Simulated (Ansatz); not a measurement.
**SiO2 (P3_221): how ε∞ follows the gap**

The empty bands of SiO2 (P3_221) are shifted up rigidly by Δ, and ε∞ along x is computed for each shift. x, y and z are the Cartesian axes of the input cell.

It takes space group P3_221 (No. 154, trigonal). The conventional cell has a = 4.916 Å, b = 4.916 Å, c = 5.408 Å, α = 90.00°, β = 90.00°, γ = 120.00°. Si on site a is surrounded by 4 O at 1.61 Å. O on site c has 2 Si at 1.61 Å as nearest neighbours.

Method: Ansatz 0.2.0, PBE, independent particles, k-mesh 6×6×4 with interpolation inside its cells, Gaussian parameter 0.1 eV.

Launch of the response step: `ansatz run input.yaml --threads 4 --pin off --max-ram 8192MiB --backend cpu --events-out ev --progress --plain --runs-dir out`. The series took 4.5 min in all, on 4 threads of Arm Neoverse V1, on a shared host.

```tsv
Δ (eV)	ε∞ along x
0.00	2.563
0.40	?
0.80	2.476
1.20	2.437
1.60	2.399
2.00	2.364
```

With one effective transition at E₀ and fixed dipole strength, ε∞ − 1 = A/(E₀ + Δ), so 1/(ε∞ − 1) is linear in Δ.

Working, on the rows shown:

| x = Δ (eV) | y = 1/(ε∞ − 1) |
| --- | --- |
| 0 | 0.639795 |
| 0.8 | 0.677507 |
| 1.2 | 0.695894 |
| 1.6 | 0.714796 |
| 2 | 0.733138 |

Means: x̄ = 1.12, ȳ = 0.69223. Σ(x − x̄)(y − ȳ) = 0.1106, Σ(x − x̄)² = 2.368. Slope = 0.1106 / 2.368 = 0.04669; intercept = ȳ − slope · x̄ = 0.63993. Turned back into ε∞ along x, the line misses the rows shown by at most 0.00048.

Q: Predict the last column of the withheld row from the fit.

A: At x = 0.4 the line gives y = 0.65861, that is 2.518. The run gave 2.518, so the interpolation holds to the digits printed.

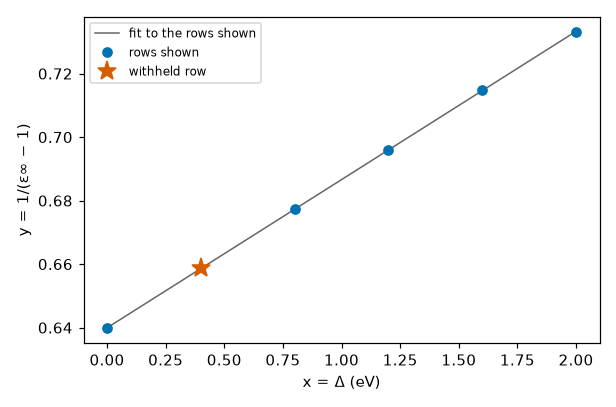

Refitted with all rows, the slope is 0.04666 and the intercept 0.63999. These give E₀ = intercept/slope = 13.7 eV, far above the least direct gap of 6.30 eV: most of the screening comes from transitions well over the edge. Over the first step ε∞ falls by 4 % per eV. Excitons are left out and so are local fields; PBE gaps are as a rule too small.

[Logs are printed without paths, hosts, clocks, repeated set-up lines and the standing remarks that a program may print on its own settings, such as how far it seeks lower states.]
